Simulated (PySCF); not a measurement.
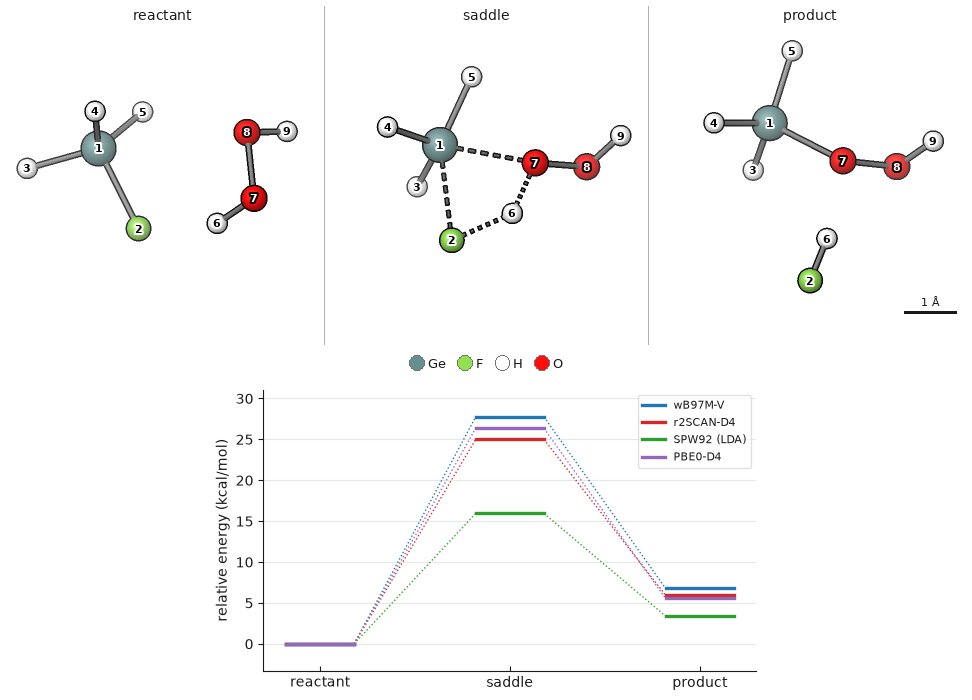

A reaction step of GeH₅O₂F, with its energy diagram. Style: ball-and-stick. Shown at a tilt. Dashed sticks mark bonds that form or break.

Stationary points at PBE0-D4/def2-TZVP, single-point energies with wB97M-V, r2SCAN-D4, SPW92 (LDA), PBE0-D4 (def2-TZVPP where no basis is named; PySCF 2.14.0). The energies are electronic, without zero-point or thermal terms, and both ends are the minima reached downhill from the saddle, with any fragments still in contact.

Q: What happens, and what does it cost?

A: Counted by bonded pieces, the reactant holds GeH₃F + H₂O₂ and the product holds GeH₄O₂ + HF. From the reactant over the saddle to the product, bonds form: Ge1–O7 (3.65 → 2.06 → 1.83 Å), F2–H6 (1.86 → 1.29 → 0.94 Å). Bonds break: Ge1–F2 (1.76 → 2.07 → 3.66 Å), H6–O7 (0.97 → 1.09 → 1.66 Å). The saddle has one imaginary mode, 416i cm⁻¹. With wB97M-V the barrier is 27.7 kcal/mol from the reactant and 20.9 kcal/mol from the product, and the product lies 6.8 kcal/mol above the reactant.

```
      level  barrier from the reactant (kcal/mol)  barrier from the product (kcal/mol)  the product less the reactant (kcal/mol)
    wB97M-V                                  27.7                                 20.9                                       6.8
  r2SCAN-D4                                  25.0                                 19.0                                       6.0
SPW92 (LDA)                                  15.9                                 12.5                                       3.4
    PBE0-D4                                  26.3                                 20.8                                       5.6
```
